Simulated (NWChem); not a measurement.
# BBrCl2 (bromodichloroborane): levels of theory compared

We compute a comparison of 4 runs (B2PLYP/cc-pVDZ, CAM-B3LYP/cc-pVDZ, wB97X/cc-pVDZ, MP3/cc-pVDZ) of BBrCl2 (bromodichloroborane). 

The results are computed with NWChem 7.3.0.

## (1) The molecule

BBrCl2: 4 atoms, total charge 0, spin state singlet. SMILES: `ClB(Cl)Br`. The coordinates come from a PBE0-D4/def2-TZVP relaxation.

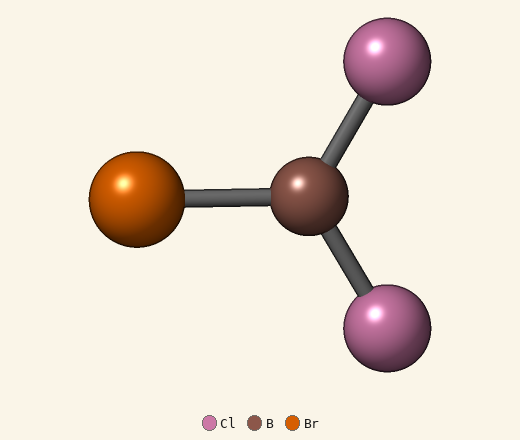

The structure, seen from a chosen angle (chlorine pink, boron brown, bromine orange).

## (2) A single-point energy at B2PLYP/cc-pVDZ (run 1)

Input file work.nw:

```
start work
title "BBrCl2"
memory total 2200 mb
geometry units atomic noautosym nocenter noautoz
 Cl  1.10000958  1.25855760  2.85499823
 B   0.07029781 -0.07199857  0.04176295
 Cl  0.83960532 -3.17322811 -0.69088387
 Br -1.90503291  1.87290756 -2.24423875
end
basis spherical bse
 * library cc-pVDZ
end
dft
 xc hfexch 0.53 becke88 0.47 lyp 0.73 mp2 0.27
 dftmp2 semidirect
 grid xfine
 convergence energy 1e-08
 maxiter 100
 mulliken
end
mp2
 freeze core 20
end
task dft energy
```

Command:

```console
$ nwchem work.nw > work.out
```

Log:

```text
[...]
          Wavefunction type:  closed shell.
          No. of atoms     :     4
          No. of electrons :    74
[...]
          Charge           :     0
          Spin multiplicity:     1
[...]
          AO basis - number of functions:    77
[...]
              XC Information
              --------------
                     Hartree-Fock (Exact) Exchange  0.530
                    Becke 1988 Exchange Functional  0.470
              Lee-Yang-Parr Correlation Functional  0.730
[...]
 d= 0,ls=0.0,diis     1  -3518.5239654950 -3.87D+03  1.09D-02  4.87D-01     7.9
[...]
 d= 0,ls=0.0,diis     8  -3518.5985858157 -1.39D-09  6.97D-07  4.49D-09    42.2
         Total DFT energy =    -3518.598585815691
      One electron energy =    -5586.301559832460
           Coulomb energy =     1867.358760607648
    Exchange-Corr. energy =     -151.065015554938
 Nuclear repulsion energy =      351.409228964059
[...]
      Total Density - Mulliken Population Analysis
     ---------------------------------------------
    Atom       Charge   Shell Charges
 -----------   ------   -------------------------------------------------------
    1 Cl  17    17.05   2.00  2.02  0.96  0.91  6.00  3.08  2.05  0.03
    2 B    5     4.84   2.01  0.65  0.17  1.48  0.28  0.25
    3 Cl  17    17.05   2.00  2.02  0.96  0.91  6.00  3.08  2.05  0.03
    4 Br  35    35.06   2.00  2.00  2.02  1.05  0.83  6.00  6.00  2.70  2.41  9.96  0.08
[...]
  Basis functions       =     77
[...]
```

Wall time 56 s (1 thread of AMD EPYC 9R45 (Zen 5), shared host); peak memory 0.19 GiB.

## (3) Energy and forces at CAM-B3LYP/cc-pVDZ (run 2)

Input file run.py:

```python
from ase import Atoms
from ase.calculators.nwchem import NWChem

mol = Atoms('ClBClBr', positions=[
    [0.582100, 0.666000, 1.510800],
    [0.037200, -0.038100, 0.022100],
    [0.444300, -1.679200, -0.365600],
    [-1.008100, 0.991100, -1.187600],
])

calc = NWChem(
    label='bbrcl2',
    theory='dft',
    memory='2200 mb',
    basis='cc-pVDZ',
    basispar='spherical bse',
    dft={'xc': 'xcamb88 1.00 lyp 0.81 vwn_5 0.19 hfexch 1.00', 'cam': '0.33 cam_alpha 0.19 cam_beta 0.46', 'mult': '1', 'grid': 'xfine', 'convergence': 'energy 1e-08', 'direct': None, 'iterations': '100', 'mulliken': None},
)
mol.calc = calc

forces = mol.get_forces()
e = mol.get_potential_energy()
print(f"E = {e:.6f} eV")
print("forces (eV/A):")
for s, f in zip(mol.symbols, forces):
    print(f"{s:2s} {f[0]:10.5f} {f[1]:10.5f} {f[2]:10.5f}")
print("dipole (e A):", mol.get_dipole_moment().round(4))
```

Command:

```console
$ export ASE_NWCHEM_COMMAND="nwchem PREFIX.nwi > PREFIX.nwo"
$ python run.py
```

Log:

```text
E = -95774.179942 eV
forces (eV/A):
Cl    0.11899    0.14455    0.31954
B    -0.12439    0.12187   -0.14655
Cl    0.08947   -0.34895   -0.07626
Br   -0.08408    0.08253   -0.09672
dipole (e A): [ 0.0008 -0.0008  0.0011]
```

The calculator wrote bbrcl2.nwi:

```
title "bbrcl2"

permanent_dir bbrcl2

scratch_dir bbrcl2

start bbrcl2

geometry units angstrom nocenter noautosym noautoz
  Cl 5.8209999999999995e-01 6.6600000000000004e-01 1.5107999999999999e+00
  B  3.7199999999999997e-02 -3.8100000000000002e-02 2.2100000000000002e-02
  Cl 4.4429999999999997e-01 -1.6792000000000000e+00 -3.6559999999999998e-01
  Br -1.0081000000000000e+00 9.9109999999999998e-01 -1.1876000000000000e+00
end

memory 2200 mb

basis spherical bse noprint
   * library cc-pVDZ
end

dft
  xc xcamb88 1.00 lyp 0.81 vwn_5 0.19 hfexch 1.00
  cam 0.33 cam_alpha 0.19 cam_beta 0.46
  mult 1
  grid xfine
  convergence energy 1e-08
  direct
  iterations 100
  mulliken
end

task dft gradient
```

bbrcl2.nwo, shortened:

```text
[...]
         Total DFT energy =    -3519.636223475829
[...]
  wavefunction    = closed shell
[...]
                         DFT ENERGY GRADIENTS
    atom               coordinates                        gradient
                 x          y          z           x          y          z
   1 Cl      1.100009   1.258558   2.854998   -0.002314  -0.002811  -0.006214
   2 B       0.070298  -0.071999   0.041763    0.002419  -0.002370   0.002850
   3 Cl      0.839605  -3.173228  -0.690884   -0.001740   0.006786   0.001483
   4 Br     -1.905033   1.872907  -2.244239    0.001635  -0.001605   0.001881
[...]
```

It took 77 s on 1 thread of AMD EPYC 9R45 (Zen 5), shared host; peak memory 0.2 GiB.

## (4) Energy and forces at wB97X/cc-pVDZ (run 3)

Input file run.py:

```python
from ase import Atoms
from ase.calculators.nwchem import NWChem

molecule = Atoms(['Cl', 'B', 'Cl', 'Br'], positions=[
    [0.582100, 0.666000, 1.510800],
    [0.037200, -0.038100, 0.022100],
    [0.444300, -1.679200, -0.365600],
    [-1.008100, 0.991100, -1.187600],
])

calc = NWChem(
    label='bbrcl2',
    theory='dft',
    memory='2200 mb',
    basis='cc-pVDZ',
    basispar='spherical bse',
    dft={'xc': 'wb97x', 'mult': '1', 'grid': 'xfine', 'convergence': 'energy 1e-08', 'iterations': '100', 'mulliken': None},
)
molecule.calc = calc

forces = molecule.get_forces()
e = molecule.get_potential_energy()
print(f"E = {e:.6f} eV")
print("forces (eV/A):")
for s, f in zip(molecule.symbols, forces):
    print(f"{s:2s} {f[0]:10.5f} {f[1]:10.5f} {f[2]:10.5f}")
print("dipole (e A):", molecule.get_dipole_moment().round(4))
```

Command:

```console
$ export ASE_NWCHEM_COMMAND="nwchem PREFIX.nwi > PREFIX.nwo"
$ python run.py
```

Log:

```text
E = -95771.122760 eV
forces (eV/A):
Cl    0.11858    0.14126    0.31650
B    -0.15905    0.15591   -0.18666
Cl    0.08947   -0.34520   -0.07374
Br   -0.04901    0.04803   -0.05615
dipole (e A): [-0.0028  0.0028 -0.0031]
```

The calculator wrote bbrcl2.nwi:

```
title "bbrcl2"

permanent_dir bbrcl2

scratch_dir bbrcl2

start bbrcl2

geometry units angstrom nocenter noautosym noautoz
  Cl 5.8209999999999995e-01 6.6600000000000004e-01 1.5107999999999999e+00
  B  3.7199999999999997e-02 -3.8100000000000002e-02 2.2100000000000002e-02
  Cl 4.4429999999999997e-01 -1.6792000000000000e+00 -3.6559999999999998e-01
  Br -1.0081000000000000e+00 9.9109999999999998e-01 -1.1876000000000000e+00
end

memory 2200 mb

basis spherical bse noprint
   * library cc-pVDZ
end

dft
  xc wb97x
  mult 1
  grid xfine
  convergence energy 1e-08
  iterations 100
  mulliken
end

task dft gradient
```

bbrcl2.nwo, shortened:

```text
[...]
         Total DFT energy =    -3519.523874082363
[...]
  wavefunction    = closed shell
[...]
                         DFT ENERGY GRADIENTS
    atom               coordinates                        gradient
                 x          y          z           x          y          z
   1 Cl      1.100009   1.258558   2.854998   -0.002306  -0.002747  -0.006155
   2 B       0.070298  -0.071999   0.041763    0.003093  -0.003032   0.003630
   3 Cl      0.839605  -3.173228  -0.690884   -0.001740   0.006713   0.001434
   4 Br     -1.905033   1.872907  -2.244239    0.000953  -0.000934   0.001092
[...]
```

Run time: 81 s. Hardware: 1 thread of AMD EPYC 9R45 (Zen 5), shared host; peak memory 0.2 GiB.

## (5) A single-point energy at MP3/cc-pVDZ (run 4)

Input file sp.xyz:

```xyz
4

Cl     0.582100     0.666000     1.510800
B      0.037200    -0.038100     0.022100
Cl     0.444300    -1.679200    -0.365600
Br    -1.008100     0.991100    -1.187600
```

Input file run.py:

```python
from ase.io import read
from ase.calculators.nwchem import NWChem

atoms = read('sp.xyz')

calc = NWChem(
    label='sp',
    theory='tce',
    memory='2200 mb',
    basis='cc-pVDZ',
    basispar='spherical bse',
    scf={'nopen': '0', 'rhf': None, 'thresh': '1e-08', 'maxiter': '80'},
    tce={'scf': None, 'mbpt3': None, 'freeze': 'core 20', 'maxiter': '60'},
    task='energy',
)
atoms.calc = calc

print(f"energy = {atoms.get_potential_energy():.6f} eV")
```

Command:

```console
$ export ASE_NWCHEM_COMMAND="nwchem PREFIX.nwi > PREFIX.nwo"
$ python run.py
```

Log:

```text
energy = -95694.491241 eV
```

The calculator wrote sp.nwi:

```
title "sp"

permanent_dir sp

scratch_dir sp

start sp

geometry units angstrom nocenter noautosym noautoz
  Cl 5.8209999999999995e-01 6.6600000000000004e-01 1.5107999999999999e+00
  B  3.7199999999999997e-02 -3.8100000000000002e-02 2.2100000000000002e-02
  Cl 4.4429999999999997e-01 -1.6792000000000000e+00 -3.6559999999999998e-01
  Br -1.0081000000000000e+00 9.9109999999999998e-01 -1.1876000000000000e+00
end

memory 2200 mb

basis spherical bse noprint
   * library cc-pVDZ
end

scf
  nopen 0
  rhf
  thresh 1e-08
  maxiter 80
end
tce
  scf
  mbpt3
  freeze core 20
  maxiter 60
end

task tce energy
```

sp.nwo, shortened:

```text
[...]
      One-electron energy =  -5586.054943122351
[... 1 line left out ...]
 Nuclear repulsion energy =    351.409254573081
[... 55 lines left out ...]
                       ROHF Final Molecular Orbital Analysis
[... 312 lines left out ...]
 2-e file size   =         15260562
[...]
```

It took 1.7 min on 1 thread of AMD EPYC 9R45 (Zen 5), shared host; peak memory 0.55 GiB.

## (6) All runs side by side

```
run              level      task  frozen core orbitals   energy (Eh)  dipole moment (D)  HOMO energy (eV)  LUMO energy (eV)  wall time
  1     B2PLYP/cc-pVDZ    energy                    20  -3518.757946               0.01             -9.66             -0.20       56 s
  2  CAM-B3LYP/cc-pVDZ  gradient                     –  -3519.636223               0.01             -9.84             -0.43       77 s
  3      wB97X/cc-pVDZ  gradient                     –  -3519.523874               0.02            -10.96              0.57       81 s
  4        MP3/cc-pVDZ    energy                    20  -3516.707718                  –            -11.67              2.08    1.7 min
```

## (7) Results

```
                                           quantity           value
                                run 4: total energy  -3516.70772 Eh
         run 4: HOMO energy (Hartree–Fock orbitals)       -11.67 eV
         run 4: LUMO energy (Hartree–Fock orbitals)         2.08 eV
       run 4: HOMO–LUMO gap (Hartree–Fock orbitals)        13.75 eV
run 4: correlation energy (20 core orbitals frozen)      -508.4 mEh
```

In words: Over runs 1, 2, 3 the HOMO–LUMO gap runs from 9.42 eV (CAM-B3LYP/cc-pVDZ) to 11.53 eV (wB97X/cc-pVDZ). Totals of different functionals can't be ranked against each other. All runs together took 5.3 min, the longest 1.7 min.
